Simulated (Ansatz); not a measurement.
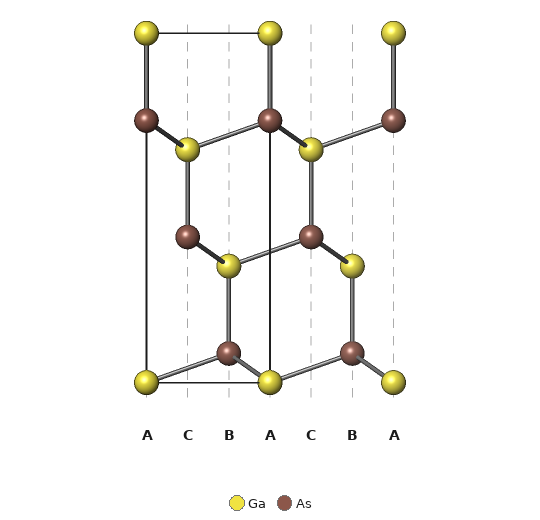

The picture looks along a close-packed row of the hexagonal mesh; [111] points upwards. The dashed lines mark the three columns A (0, 0), B (1/3, 2/3) and C (2/3, 1/3). The box is the hexagonal cell of the face-centred cubic lattice. The sequence starts with the first layer at or above the cell's origin.

The compound is GaAs, taken as the geometry relaxed with Ansatz 0.2.0, DFT PBE, scalar-relativistic, plane waves, PAW.

**Read off the stacking sequence over one period.**

Ga(A) – As(B) – Ga(B) – As(C) – Ga(C) – As(A) (six layers in 9.95 Å).

**How are the As layers alone stacked?**

As layers alone: BCA, the cubic close-packed type.

**Which positions between or in the As layers do the other atoms fill?**

Ga: three tetrahedral sites, counted in one hexagonal cell.

**What short polytype symbol fits?**

Polytype symbol 3C, the symbol of a tetrahedral polytype (number of double layers in the repeat and lattice).

Heights of the layers:

```
layer  atoms (column)  height (Å)  to next (Å)
    1           Ga(A)        0.00         0.83
    2           As(B)        0.83         2.49
    3           Ga(B)        3.32         0.83
    4           As(C)        4.15         2.49
    5           Ga(C)        6.64         0.83
    6           As(A)        7.46         2.49
```
